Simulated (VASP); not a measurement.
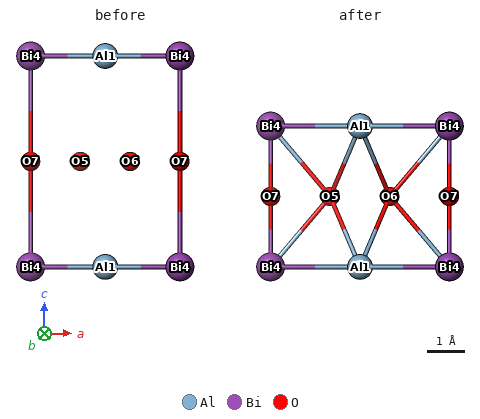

The structure of crystalline Al3BiO3 (a generated structure, set up in P6/mmm) before (left) and after (right) a relaxation, at one scale.

Style: ball-and-stick. Shown: the cell of the calculation, along the b axis.

The run lets cell and atoms move.

The calculation used Kohn-Sham DFT of a periodic cell, PBE, VASP PAW PBE potentials, recommended (VASP 6.6.1).

Input file:
```
ALGO = Fast
EDIFF = 1E-4
EDIFFG = -0.08
ENCUT = 520
GGA = PE
IBRION = 2
ISIF = 3
ISMEAR = 0
LASPH = True
LCHARG = False
LREAL = False
LWAVE = False
NELM = 60
NSW = 24
PREC = Normal
SIGMA = 0.15
```

Run as
```bash
cat potpaw_PBE.64/Al/POTCAR potpaw_PBE.64/Bi_d/POTCAR potpaw_PBE.64/O/POTCAR > POTCAR
mpirun -np 1 vasp_std > vasp.out
```

What changed between the two?

Answer. The atoms keep their places relative to the cell (all moves are under 0.005 Å). Cell: a = b 4.734 → 5.668 Å (+19.7 %), c 5.792 → 3.868 Å (−33.2 %). Volume −4.3 %. Near-neighbour distances that change, for instance: Bi–O 2.896 → 1.934 Å, Al–O 3.202 → 2.533 Å, Al–Bi 2.367 → 2.834 Å, Al–Al 2.367 → 2.834 Å. The space group stays P6/mmm (No. 191). The energy falls by 2247 meV per atom in 8 geometry steps. All forces vanish by symmetry, so only the cell relaxes. The pressure goes from 28.72 to −0.09 GPa.
